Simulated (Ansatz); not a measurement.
```cif
data_structure
_symmetry_space_group_name_H-M 'P 1'
_symmetry_Int_Tables_number 1
_cell_length_a 4.1019
_cell_length_b 4.1019
_cell_length_c 5.5917
_cell_angle_alpha 90.000
_cell_angle_beta 90.000
_cell_angle_gamma 90.000
_cell_volume 94.09
loop_
_atom_site_label
_atom_site_type_symbol
_atom_site_fract_x
_atom_site_fract_y
_atom_site_fract_z
_atom_site_occupancy
Ag1 Ag 0.00000 0.00000 0.00000 1
S1 S 0.00000 0.00000 0.50000 1
La1 La 0.50000 0.50000 0.50000 1
S2 S 0.50000 0.50000 0.00000 1
```

Space group P4/mmm; started from the I-III-VI2 or I-V-VI2 ordering on rocksalt lattice prototype, which need not be the ambient phase.

Method: DFT, r2SCAN+rVV10, plane waves, PAW (Ansatz).

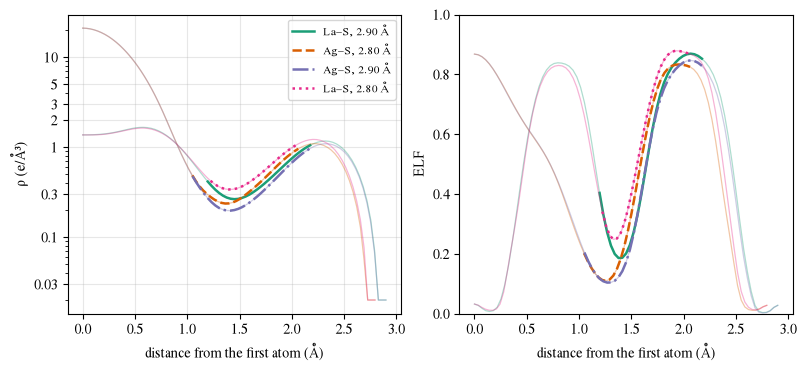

LaAgS₂. Valence electron density and electron localisation function along straight lines between neighbouring atoms. Thin, pale parts lie inside the atomic spheres.

The density is the valence pseudo-density of a PAW calculation; it isn't the true density close to the nuclei.

What can be read from the curves?

La–S (2.90 Å): ρ is about 0.26 e/Å³ halfway; the ELF peaks at about 0.85 in the valence shell of S, 0.8 Å from its nucleus, and drops to about 0.20 between the two atoms; a largely ionic contact.
Ag–S (2.80 Å): ρ is about 0.24 e/Å³ halfway; the ELF peaks at about 0.85 in the valence shell of S, 0.8 Å from its nucleus, and drops to about 0.10 between the two atoms.
Ag–S (2.90 Å): the density is about 0.2 e/Å³ at the midpoint; the ELF peaks at about 0.85 in the valence shell of S, 0.8 Å from its nucleus, and drops to about 0.10 between the two atoms.
La–S (2.80 Å): the density is about 0.34 e/Å³ at the midpoint; the ELF peaks at about 0.90 in the valence shell of S, 0.9 Å from its nucleus, and drops to about 0.25 between the two atoms; a largely ionic contact.
